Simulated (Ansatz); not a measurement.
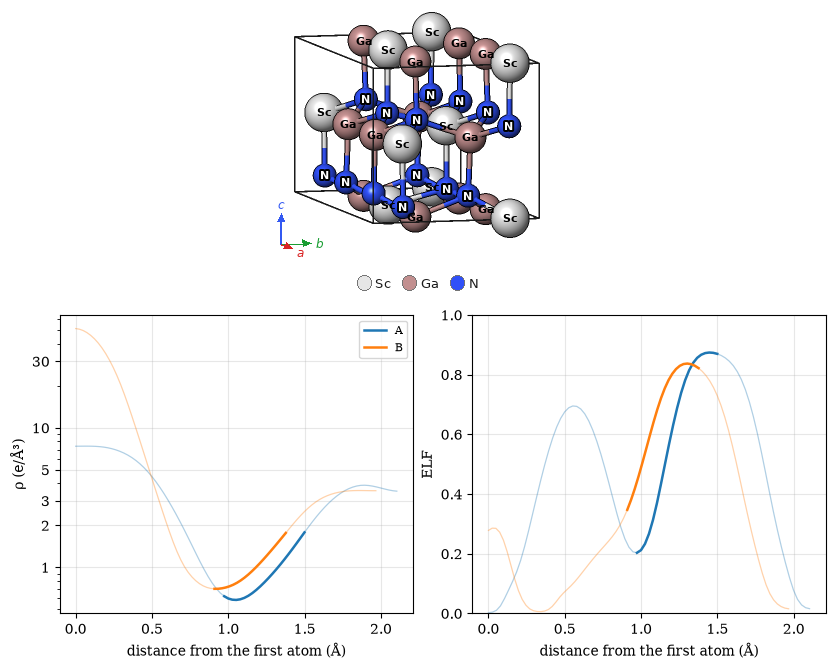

Figure 1: ScGa$_{2}$N$_{3}$. Valence charge density (pseudo) and ELF along straight lines between neighbouring atoms. Thin, pale parts lie inside the atomic spheres. The structure is drawn too.

Space group Cmc2₁; a generated structure, not necessarily the stable one.

Theory: DFT PBE, scalar-relativistic, plane waves, PAW in Ansatz.

The density is the valence pseudo-density of a PAW calculation; it isn't the true density close to the nuclei.

Input

```
crystal:
  lattice:
    - [4.9949903905, -2.8788415158, 0.0]
    - [4.9949903905, 2.8788415158, 0.0]
    - [0.0, 0.0, 5.2722529186]
  atoms:
    - { symbol: Sc, position: [0.1751249951, 0.8248750049, 0.5030969724] }
    - { symbol: Sc, position: [0.8248750049, 0.1751249951, 0.0030969724] }
    - { symbol: Ga, position: [0.503701041, 0.8360031608, 0.9974491379] }
    - { symbol: Ga, position: [0.496298959, 0.1639968392, 0.4974491379] }
    - { symbol: Ga, position: [0.1639968392, 0.496298959, 0.9974491379] }
    - { symbol: Ga, position: [0.8360031608, 0.503701041, 0.4974491379] }
    - { symbol: "N", position: [0.5205827704, 0.831191902, 0.6229855487] }
    - { symbol: "N", position: [0.168808098, 0.4794172296, 0.6229855487] }
    - { symbol: "N", position: [0.8204493089, 0.1795506911, 0.6010336545] }
    - { symbol: "N", position: [0.4794172296, 0.168808098, 0.1229855487] }
    - { symbol: "N", position: [0.831191902, 0.5205827704, 0.1229855487] }
    - { symbol: "N", position: [0.1795506911, 0.8204493089, 0.1010336545] }
basis:
  ecutwfc: 420
kpoints:
  mp_grid: { grid: [6, 6, 4] }
hamiltonian:
  xc: pbe
scf:
  occupations: { method: gaussian, width: 0.02 }
output:
  forces: true
  stress: true
  eigenvalues: true
  write_density: true
  write_potential: true
  elf: true
  volumetric_format: npy
relax:
  adjacent_minimum: "off"
  f_tol: 0.01
  max_steps: 80
  cell: { stress_tol: 0.05 }
```

Launched as:

```sh
ansatz run input.yaml --threads 1 --pin off --max-ram 2560MiB --backend cpu --events-out ev --progress --plain --runs-dir out
```

Below, planes, directions and counts refer to the conventional cell (a = 10.01 Å, b = 5.77 Å, c = 5.24 Å, α = 90.00°, β = 90.00°, γ = 90.00°).

The fields are those of the run's last geometry, not of the input's.

Q: Which curve belongs to which contact (Ga–N and Sc–N)? The first atom named is at distance zero.

A: Curve A: Sc–N (2.10 Å): ρ at the midpoint is about 0.58 e/Å³; the ELF peaks at about 0.85 in the valence shell of N, 0.7 Å from its nucleus, and is about 0.25 at the midpoint; no shared electron pair shows on this line. Curve B: Ga–N (1.97 Å): the density is about 0.72 e/Å³ at the midpoint; the ELF peaks at about 0.85 in the valence shell of N, 0.7 Å from its nucleus, and is about 0.45 at the midpoint.
